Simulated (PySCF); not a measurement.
# C₉H₁₇NSi (SMILES C=C[Si](C=C)(C=C)NC(C)C): what the fields show

```yaml
atoms:
  - { symbol: Si, position_ang: [-0.2497, 0.5518, 0.2322] }
  - { symbol: C, position_ang: [-0.2826, 0.3974, 2.1074] }
  - { symbol: C, position_ang: [-1.0429, 1.1222, 2.9370] }
  - { symbol: H, position_ang: [0.3599, -0.3741, 2.5569] }
  - { symbol: H, position_ang: [-1.7094, 1.9084, 2.5645] }
  - { symbol: H, position_ang: [-1.0373, 0.9666, 4.0223] }
  - { symbol: C, position_ang: [1.5531, 0.6951, -0.2655] }
  - { symbol: C, position_ang: [2.0541, 1.6977, -0.9967] }
  - { symbol: H, position_ang: [2.2594, -0.0617, 0.1043] }
  - { symbol: H, position_ang: [1.4151, 2.4980, -1.3864] }
  - { symbol: H, position_ang: [3.1215, 1.7672, -1.2366] }
  - { symbol: C, position_ang: [-1.2205, 2.0666, -0.2969] }
  - { symbol: C, position_ang: [-1.0146, 3.3035, 0.1718] }
  - { symbol: H, position_ang: [-1.9885, 1.9290, -1.0703] }
  - { symbol: H, position_ang: [-0.2570, 3.5114, 0.9368] }
  - { symbol: H, position_ang: [-1.5861, 4.1683, -0.1848] }
  - { symbol: N, position_ang: [-1.0056, -0.8034, -0.5653] }
  - { symbol: C, position_ang: [-0.4369, -2.1110, -0.8756] }
  - { symbol: C, position_ang: [0.2699, -2.7613, 0.3131] }
  - { symbol: C, position_ang: [0.4732, -2.0430, -2.0981] }
  - { symbol: H, position_ang: [-2.0060, -0.8502, -0.4023] }
  - { symbol: H, position_ang: [-1.2866, -2.7637, -1.1425] }
  - { symbol: H, position_ang: [1.1563, -2.1771, 0.6112] }
  - { symbol: H, position_ang: [0.6151, -3.7784, 0.0694] }
  - { symbol: H, position_ang: [-0.4013, -2.8221, 1.1828] }
  - { symbol: H, position_ang: [1.3491, -1.4057, -1.9029] }
  - { symbol: H, position_ang: [0.8357, -3.0445, -2.3793] }
  - { symbol: H, position_ang: [-0.0676, -1.6101, -2.9518] }
```

Geometry: PBE0-D3(BJ)/def2-SVP.

Level of theory: PySCF, PBE0/pcSseg-1, SCF density, gas phase, non-relativistic.

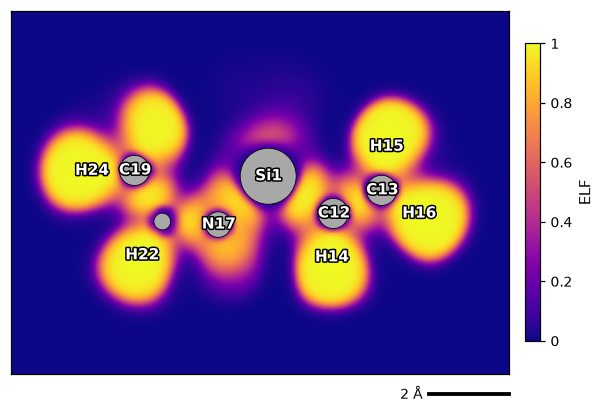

Figure 1. ELF on the plane of atoms C12, C13 and H16. Grey discs cover the atomic cores.

Question: Read the bonding off the picture.

Answer: The section cuts through Si, C, H and N sites.
C–C (1.34 Å): the ELF peaks at about 0.95 between the atoms (a short, multiple covalent bond).
Si–N (1.74 Å): the ELF peaks at about 0.90 between the atoms (a polar covalent bond).
C–Si (1.88 Å): the ELF peaks at about 0.95 between the atoms (a covalent bond).
C–H (1.10 Å): the ELF climbs to about 1 towards the hydrogen, as it does in any bond to H; an ordinary covalent bond to hydrogen.

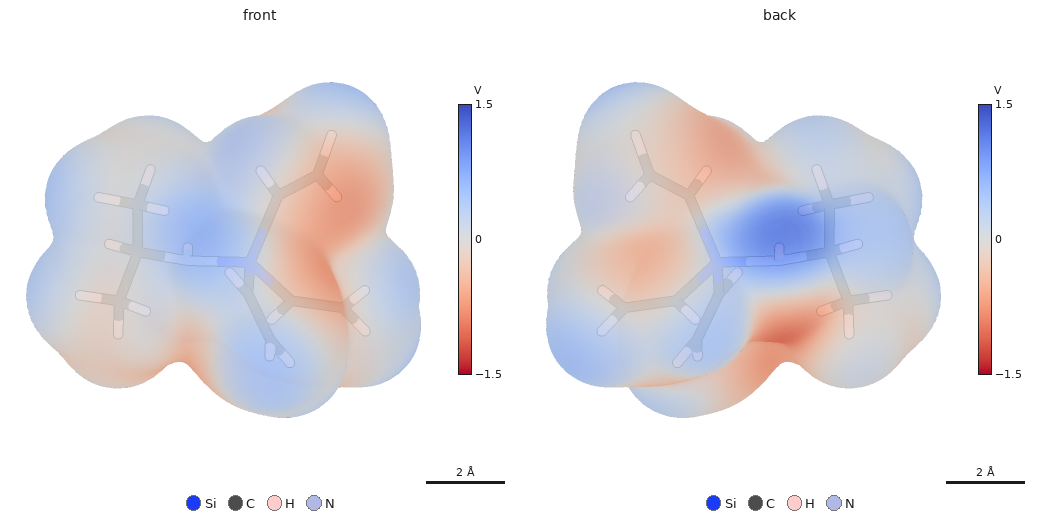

Figure 2. The electrostatic potential painted on the density surface at 0.001 e/bohr³, seen from the front and from behind; the colour scale runs from red (negative) to blue (positive).

Question: Which sites attract a positive test charge, and which a negative one?

Answer: A positive charge is drawn to the negative regions and a negative charge to the positive ones. The most negative region (about −1.0 V) lies over N17, the most positive (about +1.1 V) over H21.
